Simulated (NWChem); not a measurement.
# One shape, several levels: P2 (diphosphorus)

Wanted: a comparison of 6 runs (B3LYP/aug-cc-pVDZ, B3LYP/aug-cc-pVTZ, B3LYP/cc-pVDZ, B3LYP/cc-pVTZ, B3LYP/jun-cc-pV(D+d)Z, B3LYP/jun-cc-pV(T+d)Z) of P2 (diphosphorus). 

The results are computed with NWChem 7.3.0.

## 1. The molecule

The species is P2 (2 atoms), meant as a singlet with charge 0. SMILES: `P#P`. Geometry: the measured bond length.

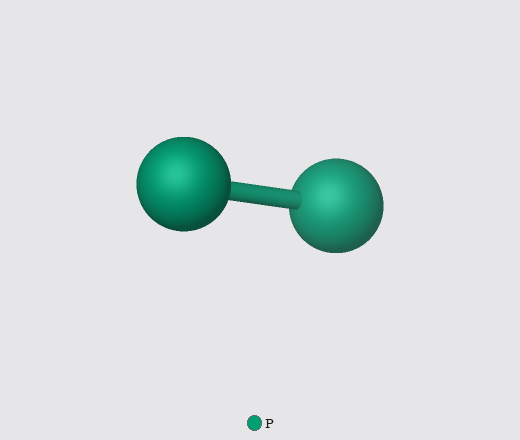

The structure, seen from a chosen angle (phosphorus teal).

## 2. Magnetic shielding at B3LYP/aug-cc-pVDZ (run 1)

p2.nw

```
start p2
title "P2"
memory 2200 mb

geometry units angstroms noautosym nocenter noautoz
   P     0.000000    0.000000    0.000000
   P     0.000000    0.000000    1.893400
end

basis spherical bse
   P library aug-cc-pVDZ
end

dft
   xc b3lyp
   mult 1
   grid fine
   convergence energy 1e-08
   iterations 100
   mulliken
   print low
end

property
   shielding
end

task dft property
```

Run with:

```sh
$ nwchem p2.nw > p2.out
```

Output:

```text
[...]
 d= 0,ls=0.0,diis     1   -682.7202854052 -7.46D+02  6.51D-03  1.19D-01     3.3
[...]
 d= 0,ls=0.0,diis     7   -682.7315592004 -1.04D-10  2.92D-08  1.01D-12    13.8
         Total DFT energy =     -682.731559200377
      One electron energy =    -1068.824171595498
           Coulomb energy =      369.651828341661
    Exchange-Corr. energy =      -46.443382538349
 Nuclear repulsion energy =       62.884166591809
[...]
      Total Density - Mulliken Population Analysis
     ---------------------------------------------
    Atom       Charge   Shell Charges
 -----------   ------   -------------------------------------------------------
    1 P   15    15.00   2.00  2.04  0.98  0.84  0.05  6.01  1.67  1.28  0.04  0.08  0.01
    2 P   15    15.00   2.00  2.04  0.98  0.84  0.05  6.01  1.67  1.28  0.04  0.08  0.01
[...]
           isotropic =    -219.0885
[...]
           isotropic =    -219.0885
[...]
```

Wall time 41 s (1 thread of Intel Xeon Platinum 8259CL at 2.50GHz (Skylake/Cascade Lake), shared host); peak memory 0.11 GiB.

## 3. Magnetic shielding at B3LYP/aug-cc-pVTZ (run 2)

p2.nw

```
start p2
title "P2 nmr"
memory stack 880 mb heap 220 mb global 1100 mb
charge 0

geometry noautosym nocenter noautoz
 P     0.000000    0.000000    0.000000
 P     0.000000    0.000000    1.893400
end

basis "ao basis" spherical bse
 * library aug-cc-pVTZ
end

dft
 xc b3lyp
 grid fine
 convergence energy 1e-08
 maxiter 100
 mulliken
 print low
end

property
 shielding
end

task dft property
```

Run with:

```sh
$ nwchem p2.nw > p2.out
```

Output:

```text
[...]
 d= 0,ls=0.0,diis     1   -682.7393563527 -7.46D+02  4.61D-03  3.17D-01     8.1
[...]
 d= 0,ls=0.0,diis     7   -682.7542896359 -1.24D-09  5.49D-08  2.01D-11    39.3
         Total DFT energy =     -682.754289635885
      One electron energy =    -1068.964064961638
           Coulomb energy =      369.753400039741
    Exchange-Corr. energy =      -46.427791305798
 Nuclear repulsion energy =       62.884166591809
[...]
      Total Density - Mulliken Population Analysis
     ---------------------------------------------
    Atom       Charge   Shell Charges
 -----------   ------   -------------------------------------------------------
    1 P   15    15.00   2.00  1.85  0.24  1.14  0.65  0.02  5.75  0.61  1.72  0.90  0.03  0.03  0.06  0.01  0.01  0.00
    2 P   15    15.00   2.00  1.85  0.24  1.14  0.65  0.02  5.75  0.61  1.72  0.90  0.03  0.03  0.06  0.01  0.01  0.00
[...]
           isotropic =    -312.2830
[...]
           isotropic =    -312.2749
[...]
```

Run time: 2.5 min. Hardware: 1 thread of Intel Xeon Platinum 8259CL at 2.50GHz (Skylake/Cascade Lake), shared host; peak memory 0.12 GiB.

## 4. NMR shieldings at B3LYP/cc-pVDZ (run 3)

job.nw

```
start job
title "P2"
memory 2200 mb
charge 0

geometry noautosym nocenter noautoz
  P     0.000000    0.000000    0.000000
  P     0.000000    0.000000    1.893400
end

basis "ao basis" spherical bse
  * library cc-pVDZ
end

dft
  xc b3lyp
  grid fine
  convergence energy 1e-08
  maxiter 100
  mulliken
  print low
end

property
  shielding
end

task dft property
```

Run with:

```sh
$ nwchem job.nw > job.out
```

Output:

```text
[...]
 d= 0,ls=0.0,diis     1   -682.7165618049 -7.46D+02  9.83D-03  1.12D-01     1.6
[...]
 d= 0,ls=0.0,diis     7   -682.7274734241 -2.82D-11  9.59D-09  5.52D-14     7.2
         Total DFT energy =     -682.727473424125
      One electron energy =    -1069.051016101983
           Coulomb energy =      369.900577566266
    Exchange-Corr. energy =      -46.461201480217
 Nuclear repulsion energy =       62.884166591809
[...]
      Total Density - Mulliken Population Analysis
     ---------------------------------------------
    Atom       Charge   Shell Charges
 -----------   ------   -------------------------------------------------------
    1 P   15    15.00   2.00  2.02  0.98  0.85  6.01  1.65  1.40  0.08
    2 P   15    15.00   2.00  2.02  0.98  0.85  6.01  1.65  1.40  0.08
[...]
           isotropic =    -233.5519
[...]
           isotropic =    -233.5519
[...]
```

Run time: 23 s. Hardware: 1 thread of Intel Xeon Platinum 8259CL at 2.50GHz (Skylake/Cascade Lake), shared host; peak memory 0.11 GiB.

Runs 4 to 5 aren't shown in full; the table further down has their settings and results.

## 5. NMR shieldings at B3LYP/jun-cc-pV(T+d)Z (run 6)

test.nw

```
start test
memory 2200 mb

geometry units angstrom noautosym nocenter noautoz
  P     0.000000    0.000000    0.000000
  P     0.000000    0.000000    1.893400
end

basis spherical bse
  * library "jun-cc-pV(T+d)Z"
end

dft
  xc b3lyp
  grid fine
  convergence energy 1e-08
  maxiter 100
  mulliken
  noprint "final vectors analysis"
end

property
  shielding
end

task dft property
```

Run with:

```sh
$ nwchem test.nw > test.out
```

Output:

```text
[...]
          Wavefunction type:  closed shell.
          No. of atoms     :     2
          No. of electrons :    30
[...]
          Charge           :     0
          Spin multiplicity:     1
[...]
          AO basis - number of functions:    96
[...]
              XC Information
              --------------
                         B3LYP Method XC Potential
                     Hartree-Fock (Exact) Exchange  0.200
                        Slater Exchange Functional  0.800 local
                    Becke 1988 Exchange Functional  0.720 non-local
              Lee-Yang-Parr Correlation Functional  0.810
                  VWN I RPA Correlation Functional  0.190 local
[...]
 d= 0,ls=0.0,diis     1   -682.7421951145 -7.46D+02  3.80D-03  3.14D-01     7.3
[...]
 d= 0,ls=0.0,diis     7   -682.7572279362 -2.69D-09  5.97D-08  3.96D-11    34.6
         Total DFT energy =     -682.757227936180
      One electron energy =    -1069.000575073578
           Coulomb energy =      369.788037547796
    Exchange-Corr. energy =      -46.428857002207
 Nuclear repulsion energy =       62.884166591809
[...]
      Total Density - Mulliken Population Analysis
     ---------------------------------------------
    Atom       Charge   Shell Charges
 -----------   ------   -------------------------------------------------------
    1 P   15    15.00   2.00  1.85  0.23  1.13  0.65  0.01  5.75  0.61  1.71  0.92  0.03  0.00  0.03  0.06  0.00  0.01
    2 P   15    15.00   2.00  1.85  0.23  1.13  0.65  0.01  5.75  0.61  1.71  0.92  0.03  0.00  0.03  0.06  0.00  0.01
[...]
           isotropic =    -306.6643
[...]
           isotropic =    -306.6608
[...]
```

Wall time 1.9 min (1 thread of Intel Xeon Platinum 8259CL at 2.50GHz (Skylake/Cascade Lake), shared host); peak memory 0.11 GiB.

## 6. The series

| run | level | energy (Eh) | isotropic shielding of P1 (ppm) | wall time |
| --- | --- | --- | --- | --- |
| 1 | B3LYP/aug-cc-pVDZ | -682.731559 | -219.1 | 41 s |
| 2 | B3LYP/aug-cc-pVTZ | -682.754290 | -312.3 | 2.5 min |
| 3 | B3LYP/cc-pVDZ | -682.727473 | -233.6 | 23 s |
| 4 | B3LYP/cc-pVTZ | -682.753207 | -323.6 | 68 s |
| 5 | B3LYP/jun-cc-pV(D+d)Z | -682.736579 | -210.8 | 39 s |
| 6 | B3LYP/jun-cc-pV(T+d)Z | -682.757228 | -306.7 | 1.9 min |

## 7. What came out

| quantity | value |
| --- | --- |
| run 6: total energy | -682.75723 Eh |
| run 6: dipole moment | 0.00 D |
| run 6: isotropic shielding of P1 | -306.7 ppm |

Over the runs the total energy spans 0.810 eV. All runs together took 7.3 min, the longest 2.5 min.
